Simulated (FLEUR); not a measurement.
**Fixed-spin-moment curve of TiCo with FLEUR**

Aim: the energy of TiCo as a function of its total spin moment.

Calculated with FLEUR MaX-R8.1; PBE; all-electron FLAPW, Dirac cores, scalar-relativistic bands.

### 1. The starting structure

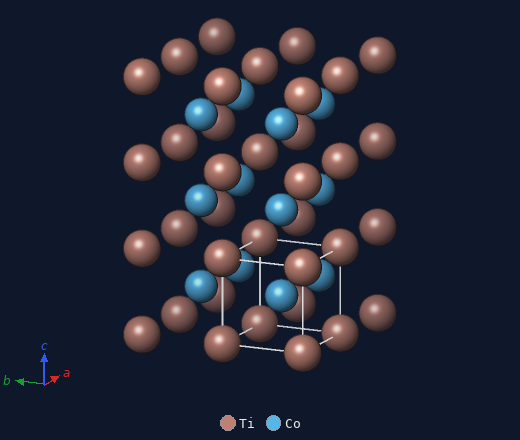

The cell as given, from a free direction (titanium pink, cobalt blue). 2×2×3 cells are drawn. Some periodic images of atoms are drawn too.

Structure file:

```cif
data_structure
_symmetry_space_group_name_H-M 'P 1'
_symmetry_Int_Tables_number 1
_cell_length_a 2.9861
_cell_length_b 2.9861
_cell_length_c 2.9861
_cell_angle_alpha 90.000
_cell_angle_beta 90.000
_cell_angle_gamma 90.000
_cell_volume 26.63
loop_
_atom_site_label
_atom_site_type_symbol
_atom_site_fract_x
_atom_site_fract_y
_atom_site_fract_z
_atom_site_occupancy
Ti1 Ti 0.00000 0.00000 0.00000 1
Co2 Co 0.50000 0.50000 0.50000 1
```

The cell comes from a database of computed structures and need not be the stable phase.

### 2. Unconstrained state

The free run tells which range of moments is worth scanning.

inpgen writes inp.xml from crystal.txt; cutoffs, mixing, functional, smearing and local orbitals are then set in the file. The k list default-1 (kpts.xml, not shown) is a Γ-centred 12×12×12 mesh; where the ranks do not divide the number of points, some are split in two of half the weight.

Input file inp.xml:

```
<?xml version="1.0" encoding="UTF-8" standalone="no"?>
<fleurInput fleurInputVersion="0.39">
   <comment>
      TiCo
   </comment>
   <calculationSetup>
      <cutoffs Kmax="3.6" Gmax="10.8" GmaxXC="10.8" numbands="0"/>
      <scfLoop itmax="120" minDistance="0.00002" maxIterBroyd="15" imix="Anderson" alpha="0.05" precondParam="0.0" spinf="2.0" sdNocoIR="T"/>
      <coreElectrons ctail="T" frcor="F" kcrel="0" coretail_lmax="0"/>
      <xcFunctional name="pbe" relativisticCorrections="F"/>
      <magnetism jspins="2"/>
      <soc l_soc="F" theta="0.0" phi="0.0" spav="F"/>
      <expertModes spex="0" secvar="F"/>
      <geometryOptimization l_f="F" forcealpha="1.0" forcemix="BFGS" epsdisp="0.00001" epsforce="0.00001"/>
      <ldaU l_linMix="F" mixParam="0.05" spinf="1.0"/>
   </calculationSetup>
   <cell>
      <bzIntegration valenceElectrons="29.0" mode="hist" fermiSmearingEnergy="0.00183747">
         <kPointListSelection listName="default-1"/>
         <xi:include xmlns:xi="http://www.w3.org/2001/XInclude" href="kpts.xml"> </xi:include>
      </bzIntegration>
      <xi:include xmlns:xi="http://www.w3.org/2001/XInclude" href="sym.xml"> </xi:include>
      <bulkLattice scale="1.0">
         <bravaisMatrix>
            <row-1>    5.6429319487581688     0.0000000000000000     0.0000000000000000</row-1>
            <row-2>    0.0000000000000000     5.6429319487581688     0.0000000000000000</row-2>
            <row-3>    0.0000000000000000     0.0000000000000000     5.6429319487581688</row-3>
         </bravaisMatrix>
      </bulkLattice>
   </cell>
   <atomSpecies>
      <species name="Titanium (Ti)" element="Ti" atomicNumber="22">
         <mtSphere radius="2.38" gridPoints="787" logIncrement="0.015"/>
         <atomicCutoffs lmax="8" lnonsphr="6"/>
         <electronConfig flipSpins="F">
            <coreConfig>(1s1/2) (2s1/2) (2p1/2) (2p3/2)</coreConfig>
            <valenceConfig>(3s1/2) (3p1/2) (3p3/2) (4s1/2) (3d3/2) (3d5/2)</valenceConfig>
            <stateOccupation state="(3d3/2)" spinUp="0.400000" spinDown="0.400000"/>
            <stateOccupation state="(3d5/2)" spinUp="0.600000" spinDown="0.600000"/>
         </electronConfig>
         <energyParameters s="4" p="4" d="3" f="4"/>
         <lo type="SCLO" l="0" n="3" eDeriv="0"/>
         <lo type="SCLO" l="1" n="3" eDeriv="0"/>
      </species>
      <species name="Cobalt (Co2.000" element="Co" atomicNumber="27">
         <mtSphere radius="2.38" gridPoints="787" logIncrement="0.016"/>
         <atomicCutoffs lmax="8" lnonsphr="6"/>
         <electronConfig flipSpins="F">
            <coreConfig>(1s1/2) (2s1/2) (2p1/2) (2p3/2)</coreConfig>
            <valenceConfig>(3s1/2) (3p1/2) (3p3/2) (4s1/2) (3d3/2) (3d5/2)</valenceConfig>
            <stateOccupation state="(3d3/2)" spinUp="1.5" spinDown="1.3"/>
            <stateOccupation state="(3d5/2)" spinUp="3.0" spinDown="1.2"/>
         </electronConfig>
         <energyParameters s="4" p="4" d="3" f="4"/>
         <lo type="SCLO" l="0" n="3" eDeriv="0"/>
         <lo type="SCLO" l="1" n="3" eDeriv="0"/>
      </species>
   </atomSpecies>
   <atomGroups>
      <atomGroup species="Titanium (Ti)">
         <relPos label="                   1">.0000000000 .0000000000 .0000000000</relPos>
         <force calculate="T" relaxXYZ="TTT"/>
      </atomGroup>
      <atomGroup species="Cobalt (Co2.000">
         <relPos label="                   2">1.000/2.000 1.000/2.000 1.000/2.000</relPos>
         <force calculate="T" relaxXYZ="TTT"/>
      </atomGroup>
   </atomGroups>
   <output dos="F" band="F" slice="F">
      <bandDOS minEnergy="-.5*Htr" maxEnergy="0.5*Htr" sigma="0.015" storeEVData="T"/>
      <plotting iplot="0" polar="F">
         <plot TwoD="T" vec1="  1.0  0.0  0.0" vec2="  0.0  1.0  0.0" vec3="  0.0  0.0  1.0" zero="  0.0  0.0  0.0" file="plot"/>
      </plotting>
      <moessbauerParams electricFieldGradient="F" isomerShift="F" coreHyperfine="F" valenceHyperfine="F"/>
   </output>
</fleurInput>
```

Input file crystal.txt:

```
TiCo
&input film=F cartesian=F /
2.98611099000  0.00000000000  0.00000000000
0.00000000000  2.98611099000  0.00000000000
0.00000000000  0.00000000000  2.98611099000
1.8897261246
1.0 1.0 1.0

2
22 0.00000000000  0.00000000000  0.00000000000
27 0.50000000000  0.50000000000  0.50000000000 : 2.000

&kpt div1=12 div2=12 div3=12 gamma=T /
```

Started as:

```sh
> OMP_NUM_THREADS=1 inpgen -f crystal.txt > inpgen.log  # inp.xml is then edited as shown
> OMP_NUM_THREADS=1 mpirun -n 4 fleur_MPI > fleur.log
```

Output:

```text
Welcome to FLEUR        (www.flapw.de)
      MaX-Release 8.1          (www.max-centre.eu)

 ========== k-point set info ==========
 Selected k-point list: default-1
 k-point list type: mesh
 12 x 12 x 12
 Number of k points: 84

 ------------Calculation Setup---------------------------
 Number of MPI-tasks      :            4
 Number of PE/node        :            4
 Number of OMP-threads    :            1
 k-points in parallel     :            4
 pe's per k-point         :            1
 No of k-point loops      :           21
 Eigenvalue solver        :       lapack
 Number of basis functions:          162
 Approximate size of matrices (H+S) per k-point:         0.000 GB
 --------------------------------------------------------
 Iteration:     1   Distance:      28.50594467 me/bohr^3
 Iteration:     2   Distance:      20.81938174 me/bohr^3
 Iteration:     3   Distance:      18.01094177 me/bohr^3
 Iteration:     4   Distance:      12.04284521 me/bohr^3
 Iteration:     5   Distance:       7.55679524 me/bohr^3
 Iteration:     6   Distance:       4.32542038 me/bohr^3
 Iteration:     7   Distance:       2.64857447 me/bohr^3
 Iteration:     8   Distance:       4.52827865 me/bohr^3
 Iteration:     9   Distance:       1.94984138 me/bohr^3
 Iteration:    10   Distance:       2.00185921 me/bohr^3
[... 13 iterations left out ...]
 Iteration:    24   Distance:       0.00268315 me/bohr^3
 Iteration:    25   Distance:       0.00376244 me/bohr^3
 Iteration:    26   Distance:       0.00080192 me/bohr^3
 Iteration:    27   Distance:       0.00103750 me/bohr^3
 Iteration:    28   Distance:       0.00028733 me/bohr^3
 Iteration:    29   Distance:       0.00006235 me/bohr^3
 Iteration:    30   Distance:       0.00006283 me/bohr^3
 Iteration:    31   Distance:       0.00006330 me/bohr^3
 Iteration:    32   Distance:       0.00002863 me/bohr^3
 Iteration:    33   Distance:       0.00000743 me/bohr^3

 ********************************************************************
 Run finished successfully
 Stop message:
   all done
 ********************************************************************

--- out.xml (last complete iteration) ---
<iteration numberForCurrentRun="   33" overallNumber="   33">
         <energyParameters units="Htr">
            <atomicEP atomType="1" spin="1" branch="4s" branchLowest="-1.70" branchHighest="2.29" value="0.2241029368"/>
            <atomicEP atomType="1" spin="1" branch="4p" branchLowest="-0.80" branchHighest="2.79" value="0.3338610936"/>
            <atomicEP atomType="1" spin="1" branch="3d" branchLowest="-9.99" branchHighest="0.61" value="0.3525732061"/>
            <atomicEP atomType="1" spin="1" branch="4f" branchLowest="-9.99" branchHighest="3.16" value="0.6168468845"/>
            <loAtomicEP atomType="1" spin="1" branch="3s" branchLowest="-19.17" branchHighest="-1.70" value="-1.7342738713"/>
            <loAtomicEP atomType="1" spin="1" branch="3p" branchLowest="-15.76" branchHighest="-0.80" value="-0.8623478559"/>
            <atomicEP atomType="2" spin="1" branch="4s" branchLowest="-3.15" branchHighest="1.59" value="0.2072303377"/>
            <atomicEP atomType="2" spin="1" branch="4p" branchLowest="-1.80" branchHighest="2.15" value="0.3448408208"/>
            <atomicEP atomType="2" spin="1" branch="3d" branchLowest="-9.99" branchHighest="0.38" value="0.2792553730"/>
            <atomicEP atomType="2" spin="1" branch="4f" branchLowest="-9.99" branchHighest="3.39" value="0.6625541942"/>
            <loAtomicEP atomType="2" spin="1" branch="3s" branchLowest="-32.42" branchHighest="-3.15" value="-3.1552883953"/>
            <loAtomicEP atomType="2" spin="1" branch="3p" branchLowest="-27.67" branchHighest="-1.80" value="-1.8061759771"/>
            <atomicEP atomType="1" spin="2" branch="4s" branchLowest="-1.70" branchHighest="2.29" value="0.2176740973"/>
            <atomicEP atomType="1" spin="2" branch="4p" branchLowest="-0.80" branchHighest="2.79" value="0.3270852423"/>
            <atomicEP atomType="1" spin="2" branch="3d" branchLowest="-9.99" branchHighest="0.61" value="0.3491222770"/>
            <atomicEP atomType="1" spin="2" branch="4f" branchLowest="-9.99" branchHighest="3.16" value="0.6097552646"/>
            <loAtomicEP atomType="1" spin="2" branch="3s" branchLowest="-19.17" branchHighest="-1.70" value="-1.7346335315"/>
            <loAtomicEP atomType="1" spin="2" branch="3p" branchLowest="-15.76" branchHighest="-0.80" value="-0.8628100799"/>
            <atomicEP atomType="2" spin="2" branch="4s" branchLowest="-3.11" branchHighest="1.61" value="0.2086378107"/>
            <atomicEP atomType="2" spin="2" branch="4p" branchLowest="-1.76" branchHighest="2.17" value="0.3438002102"/>
            <atomicEP atomType="2" spin="2" branch="3d" branchLowest="-9.99" branchHighest="0.42" value="0.3094350244"/>
            <atomicEP atomType="2" spin="2" branch="4f" branchLowest="-9.99" branchHighest="3.42" value="0.6597169920"/>
            <loAtomicEP atomType="2" spin="2" branch="3s" branchLowest="-32.40" branchHighest="-3.11" value="-3.1145598503"/>
            <loAtomicEP atomType="2" spin="2" branch="3p" branchLowest="-27.65" branchHighest="-1.76" value="-1.7664626122"/>
         </energyParameters>
         <bandgap value="0.0003414107" units="eV"/>
         <sumValenceSingleParticleEnergies value="-22.0986820430" units="Htr"/>
         <FermiEnergy value="0.3640604928" units="Htr"/>
         <valenceDensity>
            <mtCharges spin="1">
               <mtCharge atomType="1" total="5.1790530" s="1.1302782" p="3.0994045" d="0.9324645" f="0.0133148"/>
               <mtCharge atomType="2" total="8.6317360" s="1.2792959" p="3.2220825" d="4.1196496" f="0.0081640"/>
            </mtCharges>
            <mtCharges spin="2">
               <mtCharge atomType="1" total="5.2102399" s="1.1330502" p="3.1126901" d="0.9473352" f="0.0141093"/>
               <mtCharge atomType="2" total="7.6893719" s="1.2507812" p="3.2272301" d="3.2004201" f="0.0084835"/>
            </mtCharges>
            <spinDependentCharge spin="1" total="14.9257380" interstitial="1.1149490" mtSpheres="13.8107890"/>
            <spinDependentCharge spin="2" total="14.0742620" interstitial="1.1746502" mtSpheres="12.8996118"/>
            <totalCharge value="29.0000000000"/>
         </valenceDensity>
         <coreStates atomType="     1" atomicNumber=" 22" spin="1" kinEnergy="    396.5929436518" eigValSum="   -244.7769878924" lostElectrons=" 0.000000">
            <state n="1" l="0" j="0.5" energy="-178.3266704330" weight="1.0000000000"/>
            <state n="2" l="0" j="0.5" energy="-19.1676435690" weight="1.0000000000"/>
            <state n="2" l="1" j="0.5" energy="-15.9022684002" weight="1.0000000000"/>
            <state n="2" l="1" j="1.5" energy="-15.6902027451" weight="2.0000000000"/>
         </coreStates>
         <coreStates atomType="     1" atomicNumber=" 22" spin="2" kinEnergy="    396.5937099779" eigValSum="   -244.7774171484" lostElectrons=" 0.000000">
            <state n="1" l="0" j="0.5" energy="-178.3267920472" weight="1.0000000000"/>
            <state n="2" l="0" j="0.5" energy="-19.1676797936" weight="1.0000000000"/>
            <state n="2" l="1" j="0.5" energy="-15.9023600602" weight="1.0000000000"/>
            <state n="2" l="1" j="1.5" energy="-15.6902926237" weight="2.0000000000"/>
         </coreStates>
         <coreStates atomType="     2" atomicNumber=" 27" spin="1" kinEnergy="    624.8409946370" eigValSum="   -393.7966093426" lostElectrons=" 0.000000">
            <state n="1" l="0" j="0.5" energy="-278.3597085179" weight="1.0000000000"/>
            <state n="2" l="0" j="0.5" energy="-32.4161098341" weight="1.0000000000"/>
            <state n="2" l="1" j="0.5" energy="-28.0366433801" weight="1.0000000000"/>
            <state n="2" l="1" j="1.5" energy="-27.4920738052" weight="2.0000000000"/>
         </coreStates>
         <coreStates atomType="     2" atomicNumber=" 27" spin="2" kinEnergy="    625.0318655950" eigValSum="   -393.7340251987" lostElectrons=" 0.000000">
            <state n="1" l="0" j="0.5" energy="-278.3596825440" weight="1.0000000000"/>
            <state n="2" l="0" j="0.5" energy="-32.3969547261" weight="1.0000000000"/>
            <state n="2" l="1" j="0.5" energy="-28.0224720754" weight="1.0000000000"/>
            <state n="2" l="1" j="1.5" energy="-27.4774579266" weight="2.0000000000"/>
         </coreStates>
         <allElectronCharges>
            <spinDependentCharge spin="1" total="24.9257380" interstitial="1.1149490" mtSpheres="23.8107890"/>
            <spinDependentCharge spin="2" total="24.0742620" interstitial="1.1746502" mtSpheres="22.8996118"/>
            <totalCharge value="48.9999999995"/>
         </allElectronCharges>
         <magneticMomentsInMTSpheres units="muBohr">
            <globalMagMoment atomType="1" vec="0.00000   0.00000  -0.03119"/>
            <localMagMoment atomType="1" vec="0.00000   0.00000  -0.03119"/>
            <globalMagMoment atomType="2" vec="0.00000   0.00000   0.94236"/>
            <localMagMoment atomType="2" vec="0.00000   0.00000   0.94236"/>
         </magneticMomentsInMTSpheres>
         <moessbauerParams unitsHFF="kG" unitsIS="e/bohr^3" unitsEFG="Htr/bohr^2">
         </moessbauerParams>
         <totalEnergy value="    -2247.3228608940" units="Htr">
            <sumOfEigenvalues value="    -1299.1837216251">
               <coreElectrons value="-1277.0850395820"/>
               <valenceElectrons value="-22.0986820430"/>
            </sumOfEigenvalues>
            <densityCoulombPotentialIntegral value="-3443.1897446899"/>
            <densityEffectivePotentialIntegral value="-3575.3809375943"/>
            <chargeDenXCDenIntegral value="-101.8927622779"/>
            <FockExchangeEnergyValence value="0.0000000000"/>
            <FockExchangeEnergyCore value="0.0000000000"/>
            <atomTypeDependentContributions atomType="1">
               <electronNucleiInteractionDifferentMTs value="1010.9605359486"/>
               <MadelungTerm value="-10.5470849558"/>
            </atomTypeDependentContributions>
            <atomTypeDependentContributions atomType="2">
               <electronNucleiInteractionDifferentMTs value="1670.0246064771"/>
               <MadelungTerm value="-8.5002148588"/>
            </atomTypeDependentContributions>
            <tkbTimesEntropy value="0.0006224570"/>
            <freeEnergy value="-2247.3234833511"/>
            <extrapolationTo0K value="-2247.3231721225"/>
         </totalEnergy>
         <densityConvergence units="me/bohr^3">
            <chargeDensity spin="1" distance="0.0000041709"/>
            <chargeDensity spin="2" distance="0.0000056521"/>
            <overallChargeDensity distance="0.0000065995"/>
            <spinDensity distance="0.0000074250"/>
         </densityConvergence>
      </iteration>
```

Elapsed: 33 s, on 4 MPI ranks of Intel Xeon Platinum 8259CL at 2.50GHz (Skylake/Cascade Lake), shared host; peak memory 0.23 GiB.

Spin moment in the muffin-tin sphere by atom:

```
atom  spin moment in the muffin-tin sphere (μB)
 Ti1                                     -0.031
 Co2                                      0.942
```

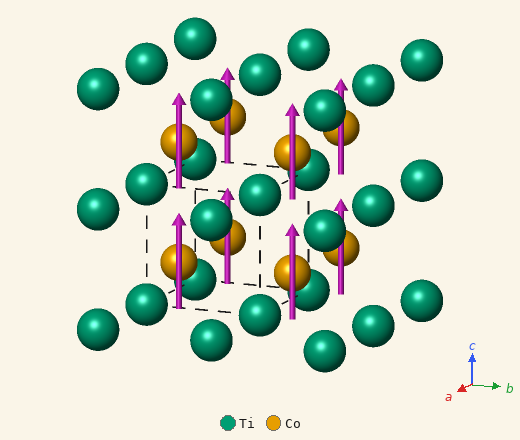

Spin moment in the muffin-tin sphere as arrows, the longest 0.942 μB. Up and down stand for the sign. Arrows give size and sign along the axis of quantisation, drawn up and down the page. 2×2×2 cells are drawn. Some periodic images of atoms are drawn too.

Numbers from this step:

```
free energy                                                       : -61152.7873 eV
program's band gap on this mesh (in a metal only a level spacing) : 3.41e-4 eV
magnetization                                                     : 0.8515 μB
final state                                                       : ferromagnetic
```

After 33 cycles the largest moment stands at 0.942 μB.

### 3. No spin polarisation

inp.xml, as its differences from that of step 2:

```diff
@@ -10,3 +10,3 @@
       <xcFunctional name="pbe" relativisticCorrections="F"/>
-      <magnetism jspins="2"/>
+      <magnetism jspins="1"/>
       <soc l_soc="F" theta="0.0" phi="0.0" spav="F"/>
@@ -44,3 +44,3 @@
       </species>
-      <species name="Cobalt (Co2.000" element="Co" atomicNumber="27">
+      <species name="Cobalt (Co)" element="Co" atomicNumber="27">
          <mtSphere radius="2.38" gridPoints="787" logIncrement="0.016"/>
@@ -50,4 +50,4 @@
             <valenceConfig>(3s1/2) (3p1/2) (3p3/2) (4s1/2) (3d3/2) (3d5/2)</valenceConfig>
-            <stateOccupation state="(3d3/2)" spinUp="1.5" spinDown="1.3"/>
-            <stateOccupation state="(3d5/2)" spinUp="3.0" spinDown="1.2"/>
+            <stateOccupation state="(3d3/2)" spinUp="1.400000" spinDown="1.400000"/>
+            <stateOccupation state="(3d5/2)" spinUp="2.100000" spinDown="2.100000"/>
          </electronConfig>
@@ -63,3 +63,3 @@
       </atomGroup>
-      <atomGroup species="Cobalt (Co2.000">
+      <atomGroup species="Cobalt (Co)">
          <relPos label="                   2">1.000/2.000 1.000/2.000 1.000/2.000</relPos>
```

crystal.txt, as its differences from that of step 2:

```diff
@@ -10,3 +10,3 @@
 22 0.00000000000  0.00000000000  0.00000000000
-27 0.50000000000  0.50000000000  0.50000000000 : 2.000
+27 0.50000000000  0.50000000000  0.50000000000
```

Output:

```text
[banner, memory and clock lines left out]
Welcome to FLEUR        (www.flapw.de)
      MaX-Release 8.1          (www.max-centre.eu)

 ========== k-point set info ==========
 Selected k-point list: default-1
 k-point list type: mesh
 12 x 12 x 12
 Number of k points: 84

 [... set-up left out ...]
 Iteration:     1   Distance:      29.91869767 me/bohr^3
 Iteration:     2   Distance:      13.77421166 me/bohr^3
 Iteration:     3   Distance:      12.34518639 me/bohr^3
 Iteration:     4   Distance:      17.33677917 me/bohr^3
 Iteration:     5   Distance:      25.15042032 me/bohr^3
 Iteration:     6   Distance:      22.07785186 me/bohr^3
 Iteration:     7   Distance:       9.46324032 me/bohr^3
 Iteration:     8   Distance:       6.63043695 me/bohr^3
[... lines left out ...]
 Iteration:    14   Distance:       0.01169520 me/bohr^3
 Iteration:    15   Distance:       0.00118875 me/bohr^3
 Iteration:    16   Distance:       0.00033933 me/bohr^3
 Iteration:    17   Distance:       0.00032488 me/bohr^3
 Iteration:    18   Distance:       0.00016226 me/bohr^3
 Iteration:    19   Distance:       0.00001663 me/bohr^3

 ********************************************************************
 Run finished successfully
 Stop message:
   all done
 ********************************************************************

--- out.xml (last complete iteration) ---
<iteration numberForCurrentRun="   19" overallNumber="   19">
         [... left out ...]
         <bandgap value="0.0064261015" units="eV"/>
         <sumValenceSingleParticleEnergies value="-22.0295752528" units="Htr"/>
         <FermiEnergy value="0.3625746304" units="Htr"/>
         [... left out ...]
         <totalEnergy value="    -2247.3209047982" units="Htr">
            <sumOfEigenvalues value="    -1299.0903163252">
               <coreElectrons value="-1277.0607410724"/>
               <valenceElectrons value="-22.0295752528"/>
            </sumOfEigenvalues>
         [... left out ...]
            <freeEnergy value="-2247.3218733285"/>
            <extrapolationTo0K value="-2247.3213890634"/>
         </totalEnergy>
         <densityConvergence units="me/bohr^3">
            <chargeDensity spin="1" distance="0.0000166321"/>
         </densityConvergence>
      </iteration>
```

Wall time 13 s (4 MPI ranks); peak memory 0.21 GiB; 52 s of CPU time.

This step gave:

- free energy: -61152.7435 eV
- program's band gap on this mesh (in a metal only a level spacing): 0.006426 eV
- final state: non-magnetic (no spin polarisation)

Its energy lies +43.8 meV a cell from the free run's.

(Part 1 of 2 ends here.)

[Logs and program files are shortened in this print: banners, set-up blocks, solver, clock and traceback lines can be left out without a mark of their own.]

[Logs are printed without paths, hosts, clocks, repeated set-up lines and the standing remarks that a program may print on its own settings, such as how far it seeks lower states.]

[Hosts, paths, dates, database ids (printed as entryN), source tags and the programs' standing remarks are cut or masked in the printed files.]

[Where a cell is said to come from a database of computed structures, the database is the Materials Project.]
